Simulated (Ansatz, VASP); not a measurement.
# Cross-check of GeMo between VASP and Ansatz, part 2 of 2

One calculation is typed for both programs; each brings its own data sets. How far apart do they land? The cell is generated by rule, not measured, and may not be a known phase. The cell is taken from a series of VASP runs on this material, whose earlier steps may have relaxed, scaled or displaced it; both programs get it as it stands. Valence electrons are named where the data sets of a main pair hold unlike numbers.

VASP 6.6.1 and Ansatz 0.2.0.

So far. Step 2 (VASP: band structure, PBE, spin-orbit coupling): The run ends at a pressure of -20.45 GPa.

The structure was built from a prototype and need not be the compound's stable phase.

## (3) Ansatz: band structure, PBE, spin-orbit coupling

Level of this step: Ansatz beside VASP: Kohn-Sham DFT, plane waves, PBE, spin-orbit coupling (Ansatz).

Ansatz runs on its fully relativistic PAW (standard-fr) files.

The same cell, functional, mesh and smearing now go to Ansatz, which takes its cutoff from its data sets.

input.yaml

```yaml
crystal:
  lattice:
    - [0.0, 2.75, 2.75]
    - [2.75, 0.0, 2.75]
    - [2.75, 2.75, 0.0]
  atoms:
    - { symbol: Mo, position: [0.0, 0.0, 0.0] }
    - { symbol: Ge, position: [0.5, 0.5, 0.5] }
hamiltonian:
  xc: pbe
  pseudopotentials: { kind: paw_fr }
magnetization:
  noncollinear: true
  spin_orbit: true
kpoints:
  mp_grid: { grid: [8, 8, 8] }
  band_path:
    path:
      - [0.0, 0.0, 0.0]
      - [0.16667, 0.0, 0.16667]
      - [0.33333, 0.0, 0.33333]
      - [0.5, 0.0, 0.5]
      - [0.5, 0.08333, 0.58333]
      - [0.5, 0.18333, 0.68333]
      - [0.5, 0.25, 0.75]
      - [0.45, 0.3, 0.75]
      - [0.40833, 0.34167, 0.75]
      - [0.35, 0.35, 0.7]
      - [0.225, 0.225, 0.45]
      - [0.075, 0.075, 0.15]
      - [0.03333, 0.03333, 0.03333]
      - [0.23333, 0.23333, 0.23333]
      - [0.4, 0.4, 0.4]
      - [0.51667, 0.46667, 0.51667]
      - [0.55833, 0.38333, 0.55833]
      - [0.60833, 0.28333, 0.60833]
      - [0.60833, 0.25, 0.64167]
      - [0.55833, 0.25, 0.69167]
      - [0.51667, 0.25, 0.73333]
      - [0.5, 0.3, 0.7]
      - [0.5, 0.38333, 0.61667]
      - [0.5, 0.48333, 0.51667]
      - [0.475, 0.475, 0.55]
      - [0.425, 0.425, 0.65]
      - [0.38333, 0.38333, 0.73333]
      - [0.59167, 0.18333, 0.59167]
      - [0.55, 0.1, 0.55]
      - [0.5, 0.0, 0.5]
    npoints: 1
scf:
  occupations: { method: gaussian, width: 0.02 }
  n_extra_bands: 14
output:
  forces: true
  stress: true
  eigenvalues: true
```

Run with:

```sh
> ansatz run input.yaml --threads 2 --pin off --max-ram 4608MiB --backend cpu --events-out ev --progress --plain --runs-dir out
```

Numbers of over 12 decimals in the logs are rounded to 6 here.

The program printed:

```text
scf.n_extra_bands = 14 over 28 filled bands (N_el = 28.0): the run solves 42 bands
Engine: ansatz 0.2.0, x86_64-unknown-linux-gnu
Pseudopotentials: kind: paw_fr
Pseudopotential: Mo, paw_fr, valence charge 14, recommended cutoff 420 eV (normal), Mo.paw.azcp#standard-fr
Pseudopotential: Ge, paw_fr, valence charge 14, recommended cutoff 420 eV (normal), Ge.paw.azcp#standard-fr
Functional definition: PBE
  parameter kappa = 0.804
  parameter beta = 0.066725
  exchange = pbe_x(kappa = kappa, mu = beta*pi^2/3)
  correlation = pbe_c(beta = beta)
non-collinear run that drives no moment, with spin-orbit: no starting moment large enough to seed its density (crystal.atoms[].spin), no starting occupations that ask for one, no magnetisation constraint and no magnetic field, so the semilocal B_xc is pinned to zero
Crystal: 2 atoms, lattice volume = 41.594 Å³
Basis set: ecut = 420 eV, 869 PW (Γ), exchange–correlation on 54×54×54 points (8 copies of the dense FFT grid, shifted against one another)
Bands: 42, of which v1, the nominal top of the filled ones, is band 28 counted from 1 (27 counted from 0)
Symmetry: 48 space group operations + 48 with time reversal
Magnetic group: BNS 225.117 (UNI 1619), of the structure as read, at distance tolerance 3.5e-5 Å
k-points: 29 of 512
Projection manifold: j_resolved (fully-relativistic pseudo-atomic orbitals)
Non-local potential: Mo, projectors of the file, l = 0: 3, l = 1: 4, l = 2: 4, l = 3: 2
Non-local potential: Ge, projectors of the file, l = 0: 2, l = 1: 4, l = 2: 6, l = 3: 2
PAW form: soft (Blöchl's): semilocal exchange-correlation on the pseudo side does not see the compensation charge
PAW one-centre angular grid: Mo, 590 points (default); XC on 64 Gauss nodes
PAW one-centre angular grid: Ge, 590 points (default); XC on 64 Gauss nodes
Initial density: superposition of atomic densities (chi_scale 0.1, normalization cell, long waves kept (reshape's long-wave potential 0.00 eV rms))
Initial wavefunctions: pseudopotential atomic-orbital guess
Functional: x = pbe(κ = 0.804, μ = 0.219515), c = pbe(β = 0.066725)
SCF iter   1: F=—  HF=-9252.244349 eV  |F-HF|=—  |Δ(HF+E_count)|=         —  Δρ=9.48e-2  dr2=6.99e0  dr2_m=0.00e0 (ungated)  ethr=3.10e-3  |M|=0.00e0 ∫|m|=0.00e0 μB  |m|>n=0.0e0 m-floor=0.0e0 τ_xc=0.0e0  β_m=0.30  ⟨swp⟩=6.2  Hψ=2753  notcnv=0  defer=48
preconditioner: auto → Kerker (q_TF=auto, 2.554 Å⁻¹)  [metal: Δε(μ)=0.008 eV  Ē_g=8.456 eV  σ=0.020 eV  W_gap=0.23  n_scr=14 (ndim 8)  ℏωp=18.2 eV  f_vac=0.000  D(μ)=5.76/eV (n_scr^D=88)]
spin=Noncollinear: Kerker preconditioning applied to the charge; magnetization (m_x, m_y, m_z) channels mix plain (no charge-response kernel on spin).
SCF iter   2: F=—  HF=-9251.141429 eV  |F-HF|=—  |Δ(HF+E_count)|=    1.10e0  Δρ=5.17e-2  dr2=2.01e0  dr2_m=0.00e0 (ungated)  ethr=3.10e-3  |M|=0.00e0 ∫|m|=0.00e0 μB  |m|>n=0.0e0 m-floor=0.0e0 τ_xc=0.0e0  β_m=0.47  ⟨swp⟩=2.3  Hψ=999  notcnv=0  defer=188
SCF iter   3: F=—  HF=-9250.774269 eV  |F-HF|=—  |Δ(HF+E_count)|=   3.67e-1  Δρ=1.44e-2  dr2=6.47e-2  dr2_m=0.00e0 (ungated)  ethr=3.10e-3  |M|=0.00e0 ∫|m|=0.00e0 μB  |m|>n=0.0e0 m-floor=0.0e0 τ_xc=0.0e0  β_m=0.67  ⟨swp⟩=2.3  Hψ=828  notcnv=0  defer=188
SCF iter   4: F=—  HF=-9250.779157 eV  |F-HF|=—  |Δ(HF+E_count)|=   4.89e-3  Δρ=7.72e-3  dr2=4.13e-2  dr2_m=0.00e0 (ungated)  ethr=2.31e-4  |M|=0.00e0 ∫|m|=0.00e0 μB  |m|>n=0.0e0 m-floor=0.0e0 τ_xc=0.0e0  β_m=0.62  ⟨swp⟩=2.1  Hψ=1197  notcnv=0  defer=184
SCF iter   5: F=—  HF=-9250.773830 eV  |F-HF|=—  |Δ(HF+E_count)|=   5.33e-3  Δρ=4.04e-3  dr2=1.21e-2  dr2_m=0.00e0 (ungated)  ethr=1.48e-4  |M|=0.00e0 ∫|m|=0.00e0 μB  |m|>n=0.0e0 m-floor=0.0e0 τ_xc=0.0e0  β_m=0.81  ⟨swp⟩=1.9  Hψ=583  notcnv=0  defer=184
SCF iter   6: F=—  HF=-9250.772177 eV  |F-HF|=—  |Δ(HF+E_count)|=   1.65e-3  Δρ=7.71e-4  dr2=4.42e-4  dr2_m=0.00e0 (ungated)  ethr=4.31e-5  |M|=0.00e0 ∫|m|=0.00e0 μB  |m|>n=0.0e0 m-floor=0.0e0 τ_xc=0.0e0  β_m=0.82  ⟨swp⟩=2.0  Hψ=719  notcnv=0  defer=184
SCF iter   7: F=—  HF=-9250.772114 eV  |F-HF|=—  |Δ(HF+E_count)|=   6.36e-5  Δρ=1.78e-4  dr2=2.22e-5  dr2_m=0.00e0 (ungated)  ethr=1.58e-6  |M|=0.00e0 ∫|m|=0.00e0 μB  |m|>n=0.0e0 m-floor=0.0e0 τ_xc=0.0e0  β_m=0.91  ⟨swp⟩=2.0  Hψ=648  notcnv=0  defer=184
SCF iter   8: F=—  HF=-9250.772110 eV  |F-HF|=—  |Δ(HF+E_count)|=   4.00e-6  Δρ=5.23e-5  dr2=2.00e-6  dr2_m=0.00e0 (ungated)  ethr=7.93e-8  |M|=0.00e0 ∫|m|=0.00e0 μB  |m|>n=0.0e0 m-floor=0.0e0 τ_xc=0.0e0  β_m=0.96  ⟨swp⟩=2.4  Hψ=745  notcnv=0  defer=184
SCF iter   9: F=-9250.772109 eV  HF=-9250.772109 eV  |F-HF|=4.89e-9  |Δ(HF+E_count)|=   3.63e-7  Δρ=6.29e-6  dr2=2.49e-8  dr2_m=0.00e0 (ungated)  ethr=3.57e-10  |M|=0.00e0 ∫|m|=0.00e0 μB  |m|>n=0.0e0 m-floor=0.0e0 τ_xc=0.0e0  ⟨swp⟩=8.8  Hψ=2938  notcnv=0
SCF 1 converged in 9 iterations: F = -9250.772109 eV  dr2 = 2.49e-8
  greatest PAW one-centre occupation: 0.998 electrons in one spin orbital (limit 2), on the Mo atom at site 0 (counted from 0), in its partial waves of l = 0
NSCF: frozen V_eff on 30 k-points
SCF converged after 9 iterations
Magnetization: |M| = 0.0000 μB,  M = (+0.0000, +0.0000, +0.0000) μB
Absolute magnetization: 0.0000 μB (∫|m|)
  site 0: m = (+0.0000, +0.0000, +0.0000) μB, |m| = 0.0000 μB  (R = 1.13 Å)
  site 1: m = (+0.0000, +0.0000, +0.0000) μB, |m| = 0.0000 μB  (R = 1.13 Å)
Free energy (F): -9250.772109 eV
Harris-Foulkes:  -9250.772109 eV  (|F-HF|=4.89e-9)
Internal energy: -9250.770298 eV  (E = F + TS)
E sigma→0 (E₀):  -9250.771204 eV
Entropy (-TS):   -0.001812 eV (-0.906 meV/atom)
Fermi energy:    12.270866 eV
--- Per-component energies (eV) ---
  E_band       = -269.198855
  E_kinetic    = 545.325256
  E_local      = -3306.310958  (includes V_loc(G=0)·N_el)
  E_nonlocal   = 562.382168
  E_hartree    = 1337.160584
  E_xc         = -254.907390
  E_vxc        = -288.070664  (∫ρ·V_xc dr)
  E_paw        = -5222.496294  (= ΣΔE_a)
  E_vpaw       = -456.853277  (= ΣTr[D̂ρ^β])
  E_aug_tail   = 0.000428  (compensation charges beyond the density's cutoff)
  E_ewald      = -2911.924092
  E_smearing   = -0.001812  (= −TS)
  E_closure    = -0.000000  (closes the sum)
  Σ components = -9250.772109   (vs F -9250.772109, Δ=0.00e0)
--- Forces (eV/Å), atoms counted from 1 ---
  atom   1  Mo     0.00000000     0.00000000    -0.00000000
  atom   2  Ge     0.00000000    -0.00000000    -0.00000000
  max |Σ_I F_I| component: 7.05e-29 eV/Å
--- Stress (GPa, compression-positive) ---
      -20.109723       0.000000       0.000000
       -0.000000     -20.109723       0.000000
       -0.000000       0.000000     -20.109723
  P = ⅓ Tr σ = -20.1097 GPa (-201.097 kbar)
--- Band table (eV; the first three rows and the last of 29) ---
  k-point 0: bands = [... 24 lower, 11.2221, 11.2221, 11.5284, 11.5284, 11.5284, 11.5284, 14.2400, 14.2400, ... 10 higher]
  k-point 1: bands = [... 24 lower, 10.9804, 10.9804, 11.3653, 11.3653, 11.4254, 11.4254, 13.7526, 13.7526, ... 10 higher]
  k-point 2: bands = [... 24 lower, 10.2100, 10.2100, 11.7364, 11.7364, 11.7667, 11.7667, 13.1575, 13.1575, ... 10 higher]
  k-point 28: bands = [... 24 lower, 9.4695, 9.4695, 12.8044, 12.8044, 12.9402, 12.9402, 13.0245, 13.0245, ... 10 higher]
```

Wall time 5 s (2 threads of Intel Xeon Platinum 8375C at 2.90GHz (Ice Lake), shared host); peak memory 0.54 GiB.

The column dr2 measures how far the density is from self-consistency, as an energy; F and HF (Harris–Foulkes) agree once it is small.

## (4) Comparison

Known differences besides the potentials themselves: spin-orbit coupling enters by fully relativistic files in Ansatz and inside the spheres in VASP; the cutoff is 420 eV in Ansatz and 410 eV in VASP. Total energies have different zeros and are not compared.

Compared:

```tsv
quantity	Ansatz	VASP	difference
pressure (GPa)	-20.11	-20.45	+0.34
```

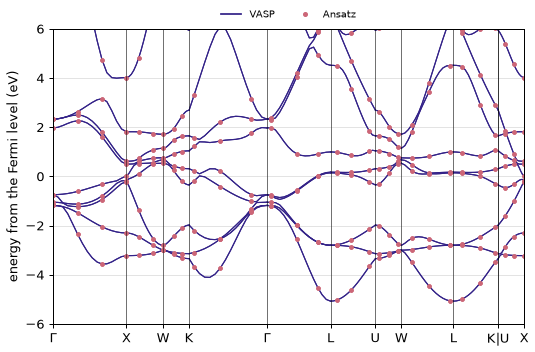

Bands from VASP (lines) and levels from Ansatz (dots). Dots without a line are higher empty bands that the VASP plot leaves out.

Levels from 3 eV below to 2 eV above the Fermi level differ by 1 meV r.m.s. and 4 meV at most; each VASP level is matched to the nearest of Ansatz, which flatters the figure a little.

## (5) Outcome

| Item | Value |
| --- | --- |
| r.m.s. difference of levels near the Fermi level (band structure, PBE, spin-orbit coupling) | 1.2 meV |

What this shows: The r.m.s. difference of levels near the Fermi level is 1.2 meV (band structure, PBE, spin-orbit coupling), within the 80 meV picked in this series as the mark of a large difference. 1 further run of this series is not shown here. How closely two codes agree says nothing of how well the functional describes the real material.

[Lines on the potential files, build, host, timing and source positions are cut from VASP's logs without a mark.]

[Logs are printed without paths, hosts, clocks, repeated set-up lines and the standing remarks that a program may print on its own settings, such as how far it seeks lower states.]

[Hosts, paths, dates, database ids (printed as entryN), source tags and the programs' standing remarks are cut or masked in the printed files.]
